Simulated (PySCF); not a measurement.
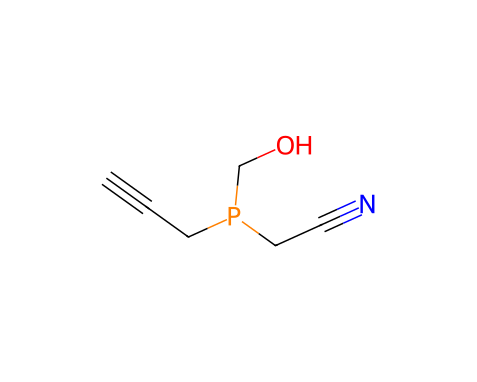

A structural formula.

Question: Give its SMILES.

Answer: C#CCP(CO)CC#N

Question: Give the formula, hydrogens included.

Answer: C6H8NOP.

Question: An optimisation with GFN2-xTB gave a structure of which point group?

Answer: C1. Other conformers may differ.

The parts below concern this one geometry. Atoms keep their numbers from picture to picture. The computed structure is the end point of a GFN2-xTB optimisation. No frequency run is at hand to confirm it as a minimum.

## Geometry

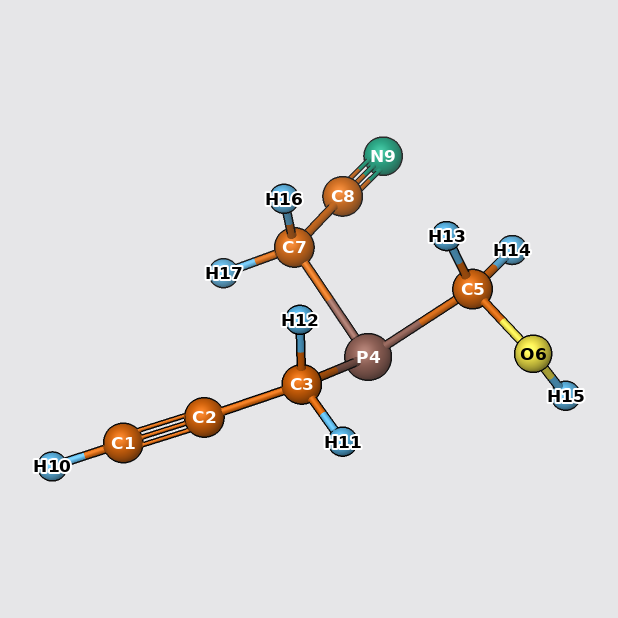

The atoms are numbered. No frequency run is at hand to confirm it as a minimum.

Give these bond angles: C2–C1–H10, C2–C3–H11, C2–C3–H12, C3–P4–C5, C3–P4–C7, P4–C5–H14, P4–C7–C8, P4–C7–H16, P4–C7–H17, O6–C5–H13, O6–C5–H14, C8–C7–H16.

| angle | degrees |
| --- | --- |
| C2–C1–H10 | 178.5 |
| C2–C3–H11 | 109.9 |
| C2–C3–H12 | 110.4 |
| C3–P4–C5 | 97.0 |
| C3–P4–C7 | 96.9 |
| P4–C5–H14 | 109.0 |
| P4–C7–C8 | 109.6 |
| P4–C7–H16 | 110.7 |
| P4–C7–H17 | 107.7 |
| O6–C5–H13 | 106.2 |
| O6–C5–H14 | 111.9 |
| C8–C7–H16 | 109.7 |

## Electronic properties

No frequency run is at hand to confirm it as a minimum. Method: PBE0/def2-SVPD, gas phase (PySCF 2.14.0). Excitations: vertical, linear response.

Question: Estimate the HOMO energy (Kohn–Sham orbital).

Answer: −7.51 eV.

Question: Estimate the mean static polarisability.

Answer: 104.1 bohr³.

Question: Give the dipole moment at this level.

Answer: 3.07 D.

Question: What is the HOMO–LUMO gap?

Answer: 7.23 eV.

## NMR shielding

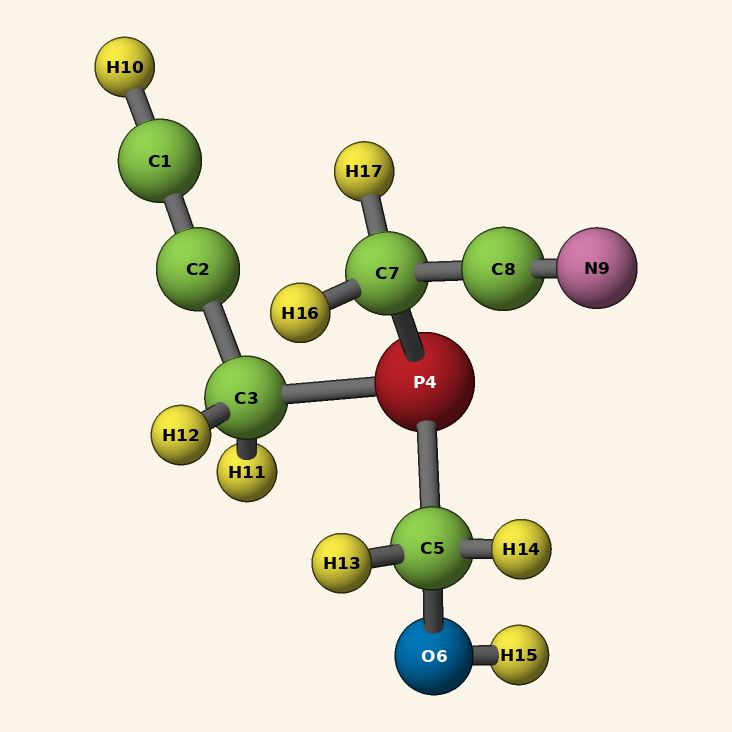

No frequency run is at hand to confirm it as a minimum. Level of theory: GIAO PBE0/pcSseg-1 NMR shielding, non-relativistic, gas phase (PySCF 2.14.0). Principal shieldings σ11 ≤ σ22 ≤ σ33, span Ω = σ33 − σ11, skew κ = 3(σiso − σ22)/Ω.

Give the shielding tensors of the P atoms.

```tsv
atom	σ11	σ22	σ33	σiso	Ω	κ
P4	345.9	368.2	388.0	367.4	42.1	−0.06
```

Shieldings and span in ppm.

## Quadrupole coupling

No frequency run is at hand to confirm it as a minimum. Electric field gradients from the ground-state density, PBE0/pcSseg-1 (PySCF 2.14.0), non-relativistic apart from any core potentials.

Give the largest field-gradient component, the quadrupole coupling constant and the asymmetry for 17O at O6 (Q = −25.6 mb), 14N at N9 (Q = 20.44 mb), 2H at H10 (Q = 2.86 mb), 2H at H11 (Q = 2.86 mb), 2H at H12 (Q = 2.86 mb), 2H at H13 (Q = 2.86 mb).

```json
{"atom": "O6", "V_zz (a.u.)": "−1.962", "e²qQ/h (MHz)": "11.80", "η": "0.94"}
{"atom": "N9", "V_zz (a.u.)": "−0.958", "e²qQ/h (MHz)": "−4.60", "η": "0.03"}
{"atom": "H10", "V_zz (a.u.)": "0.397", "e²qQ/h (MHz)": "0.267", "η": "0.00"}
{"atom": "H11", "V_zz (a.u.)": "0.299", "e²qQ/h (MHz)": "0.201", "η": "0.01"}
{"atom": "H12", "V_zz (a.u.)": "0.297", "e²qQ/h (MHz)": "0.200", "η": "0.02"}
{"atom": "H13", "V_zz (a.u.)": "0.292", "e²qQ/h (MHz)": "0.196", "η": "0.06"}
```

## Bond orders

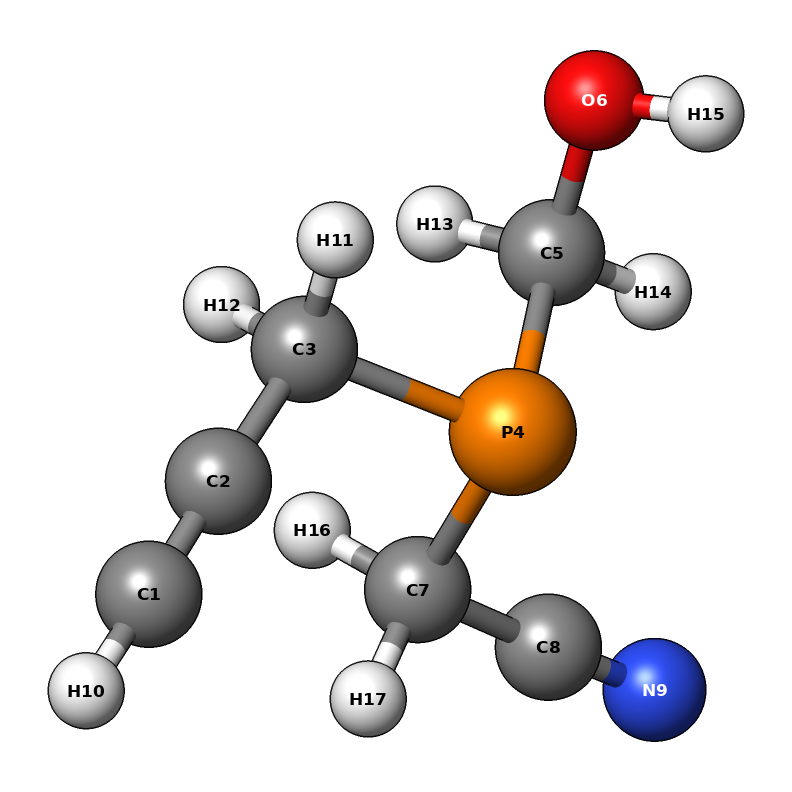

Every bond is drawn as one stick. No frequency run is at hand to confirm it as a minimum. Method: PBE0/pcSseg-1 (PySCF 2.14.0).

Question: Which bond between heavy atoms has the highest Mayer bond order?

Answer: C8–N9, 3.04, at a length of 1.144 Å.

List the Mayer bond orders of C1–C2, C2–C3, C3–P4, P4–C5, P4–C7, C5–O6, C7–C8, C8–N9 (bonds between heavy atoms, one of each equivalent set).

```csv
bond,Mayer order,length (Å)
C1–C2,2.52,1.197
C2–C3,1.09,1.442
C3–P4,0.92,1.871
P4–C5,0.94,1.879
P4–C7,0.90,1.882
C5–O6,0.92,1.406
C7–C8,1.03,1.432
C8–N9,3.04,1.144
```

The geometry is semi-empirical. Around P such bond lengths and angles can be off by a tenth of an ångström or more and by several degrees, and values that hang on the shape move with them.
